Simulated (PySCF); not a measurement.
## What a change does: NMR shielding calculation on BSiN2H7

System: BSiN2H7, SMILES NBN[SiH3].
Method of run 1: GIAO PBE0/pcSseg-2 NMR shielding, non-relativistic, gas phase (PySCF 2.14.0).

The geometry comes from this level: PBE0-D3(BJ)/def2-SVP. Text and figures count atoms from 1; the logs count them from 0 in places.

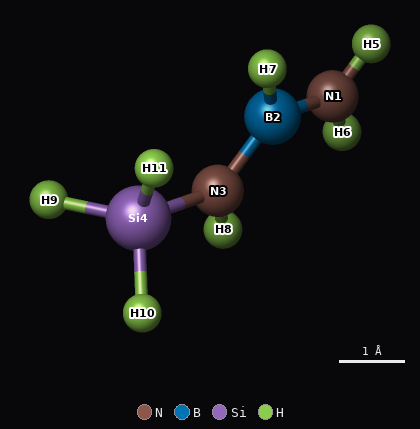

Fig. 1: The structure (ball-and-stick view, seen at a tilt; atoms are numbered from 1 in the order of the input).

**Input, run 1**
```
{"job": {"kind": "nmr", "xc": "PBE0", "basis": "pcSseg-2", "pop": false}, "charge": 0, "multiplicity": 1}
N      2.212477    -0.301442    -0.226243
B      0.950098     0.266698     0.023476
N     -0.276114    -0.427319    -0.211688
Si    -1.881289     0.218270    -0.000925
H      3.067227     0.202930    -0.043799
H      2.360082    -1.232582    -0.592071
H      0.905110     1.396364     0.461820
H     -0.211977    -1.369174    -0.588515
H     -2.542437     0.572801    -1.298370
H     -2.758449    -0.793510     0.668340
H     -1.790213     1.444326     0.840637
```

The first line tells a small driver script what to run in PySCF; the rest is the geometry in Å.

Command:
```bash
OMP_NUM_THREADS=1 python <driver script> task.json out
```

Hardware: 1 CPU thread, shared host.

**Output (run 1)**
```
coarse grid: 9176 points
cycle   1  E = -427.8702558384  dE =  1.287e-01  |g| = 5.168e-01  |ddm| = 2.202e+00
cycle   2  E = -427.8273322382  dE =  4.292e-02  |g| = 6.831e-01  |ddm| = 7.153e-01
cycle   3  E = -427.9290159905  dE = -1.017e-01  |g| = 5.667e-02  |ddm| = 4.230e-01
cycle   4  E = -427.9295906001  dE = -5.746e-04  |g| = 2.675e-02  |ddm| = 4.629e-02
cycle   5  E = -427.9297361807  dE = -1.456e-04  |g| = 8.622e-03  |ddm| = 1.746e-02
cycle   6  E = -427.9297509199  dE = -1.474e-05  |g| = 2.047e-03  |ddm| = 4.959e-03
cycle   7  E = -427.9297519132  dE = -9.933e-07  |g| = 2.565e-04  |ddm| = 1.677e-03
final grid: 82728 points
cycle   8  E = -427.9380406892  dE = -5.318e-05  |g| = 7.473e-03  |ddm| = 2.552e-02
cycle   9  E = -427.9380302262  dE =  1.046e-05  |g| = 1.034e-02  |ddm| = 8.882e-03
cycle  10  E = -427.9380522646  dE = -2.204e-05  |g| = 3.892e-04  |ddm| = 5.122e-03
cycle  11  E = -427.9380522849  dE = -2.032e-08  |g| = 2.527e-04  |ddm| = 3.894e-04
cycle  12  E = -427.9380522980  dE = -1.312e-08  |g| = 6.719e-05  |ddm| = 1.461e-04
cycle  13  E = -427.9380522989  dE = -8.622e-10  |g| = 1.732e-05  |ddm| = 4.414e-05
converged SCF energy = -427.9380522989

GIAO shielding tensors (ppm)
atom      isotropic    diamagn.    paramagn.     s11        s22        s33       span
  0 N      188.190     317.465    -129.274    120.976    207.951    235.644    114.668
  1 B       71.196     193.516    -122.320     38.633     68.789    106.167     67.534
  2 N      199.299     323.264    -123.965    129.840    229.303    238.753    108.913
  3 Si     390.533     876.958    -486.425    351.632    359.803    460.165    108.534
  4 H       28.573      29.872      -1.300     23.393     25.334     36.991     13.599
  5 H       28.924      31.747      -2.823     23.901     26.390     36.479     12.578
  6 H       26.924      30.639      -3.715     24.753     27.466     28.554      3.801
  7 H       29.676      33.971      -4.294     23.429     28.973     36.627     13.199
  8 H       26.472      28.156      -1.683     23.199     24.676     31.542      8.343
  9 H       26.502      28.292      -1.790     23.364     24.865     31.277      7.913
 10 H       26.447      28.757      -2.310     23.710     25.369     30.263      6.553
```

The input of run 2 differs as follows (lines with − go, lines with + come):
```diff
-"xc": "PBE0"
+"xc": "B97-2"
```

Predict how the results change.

The total energies belong to different methods, so their difference says nothing on which is more stable or more accurate. The HOMO goes from −7.19 to −6.93 eV. Of all shieldings, the largest change is that of Si4, by +6.7 ppm. The functional changes from PBE0 to B97-2. The number of SCF iterations is the same.

**Output (run 2)**
```
coarse grid: 9176 points
cycle   1  E = -428.1230346939  dE =  1.191e-01  |g| = 5.366e-01  |ddm| = 2.206e+00
cycle   2  E = -428.0679781569  dE =  5.506e-02  |g| = 7.335e-01  |ddm| = 7.520e-01
cycle   3  E = -428.1867948830  dE = -1.188e-01  |g| = 5.710e-02  |ddm| = 4.599e-01
cycle   4  E = -428.1873915590  dE = -5.967e-04  |g| = 2.930e-02  |ddm| = 5.010e-02
cycle   5  E = -428.1875679632  dE = -1.764e-04  |g| = 9.046e-03  |ddm| = 1.849e-02
cycle   6  E = -428.1875849713  dE = -1.701e-05  |g| = 2.070e-03  |ddm| = 5.405e-03
cycle   7  E = -428.1875860199  dE = -1.049e-06  |g| = 2.834e-04  |ddm| = 1.807e-03
final grid: 82728 points
cycle   8  E = -428.1927398280  dE = -6.942e-05  |g| = 3.719e-03  |ddm| = 3.355e-02
cycle   9  E = -428.1927398826  dE = -5.464e-08  |g| = 2.880e-03  |ddm| = 4.018e-03
cycle  10  E = -428.1927415828  dE = -1.700e-06  |g| = 9.326e-04  |ddm| = 2.331e-03
cycle  11  E = -428.1927417510  dE = -1.682e-07  |g| = 1.929e-04  |ddm| = 4.968e-04
cycle  12  E = -428.1927417585  dE = -7.540e-09  |g| = 4.674e-05  |ddm| = 1.426e-04
cycle  13  E = -428.1927417590  dE = -4.545e-10  |g| = 1.385e-05  |ddm| = 3.633e-05
converged SCF energy = -428.1927417590

GIAO shielding tensors (ppm)
atom      isotropic    diamagn.    paramagn.     s11        s22        s33       span
  0 N      189.575     317.452    -127.877    125.815    207.059    235.851    110.037
  1 B       73.093     194.059    -120.966     41.396     71.746    106.137     64.740
  2 N      200.407     323.391    -122.984    134.105    228.493    238.622    104.517
  3 Si     397.266     877.168    -479.901    360.069    367.920    463.810    103.740
  4 H       28.749      29.905      -1.156     23.559     25.538     37.150     13.591
  5 H       29.092      31.816      -2.724     24.054     26.599     36.624     12.570
  6 H       27.131      30.828      -3.697     24.961     27.721     28.712      3.751
  7 H       29.856      34.142      -4.286     23.640     29.134     36.795     13.155
  8 H       26.672      28.355      -1.682     23.425     24.891     31.702      8.277
  9 H       26.711      28.488      -1.777     23.593     25.086     31.455      7.862
 10 H       26.669      29.010      -2.342     23.939     25.598     30.469      6.530
```

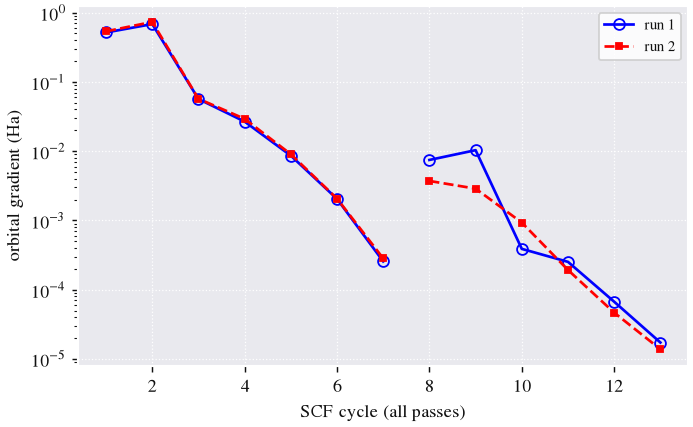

Fig. 2: Convergence of the two runs: orbital gradient against the SCF cycle. A break in a curve parts two SCF passes (coarse and final grid). Run 1 takes 13 cycles in all, and run 2 takes 13.

**The two runs side by side**

| quantity | run 1 | run 2 |
| --- | --- | --- |
| outcome | converged | converged |
| total energy (hartree) | −427.938052 | −428.192742 |
| HOMO (eV) | −7.19 | −6.93 |
| LUMO (eV) | 0.29 | 0.33 |
| dipole moment (D) | 2.05 | 2.05 |
| shielding of N1 (ppm) | 188.2 | 189.6 |
| shielding of B2 (ppm) | 71.2 | 73.1 |
| shielding of N3 (ppm) | 199.3 | 200.4 |
| shielding of Si4 (ppm) | 390.5 | 397.3 |
| shielding of H7 (ppm) | 26.9 | 27.1 |
| shielding of H10 (ppm) | 26.5 | 26.7 |
| shielding of H11 (ppm) | 26.4 | 26.7 |
| SCF iterations | 13 | 13 |
| basis functions | 249 | 249 |
| wall time (shared host) | 20 s | 20 s |
